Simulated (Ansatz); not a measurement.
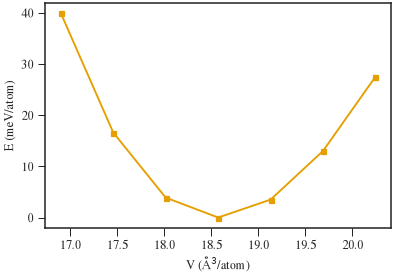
Fig. 1. Ag₂O in space group Pn-3m (No. 224; Ag on 4c, O on 2a) under volume change, the program Ansatz at the PBE level (PAW), scaled uniformly.

Question: What does a third-order Birch–Murnaghan fit give for V₀, B₀ and B′?

Answer: V₀ = 18.57 Å³/atom, B₀ = 70.0 GPa, B′ = 5.2.

Symmetry was held in the PBE relaxation; of distortions, only those at the zone centre were tested. The run is not spin-polarised.

Potentials: the later of the program's two PAW sets.
